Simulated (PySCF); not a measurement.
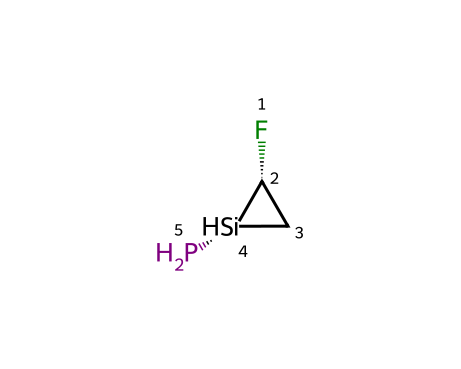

Skeletal drawing with numbered atoms; wedges and dashes mark any stereocentres. The configuration is that of a computed structure (PBE0-D3(BJ)/def2-SVP).

Give the R/S and E/Z labels.

C2: S; Si4: S.

Give a SMILES with the stereochemistry.

F[C@@H]1C[Si@@H]1P
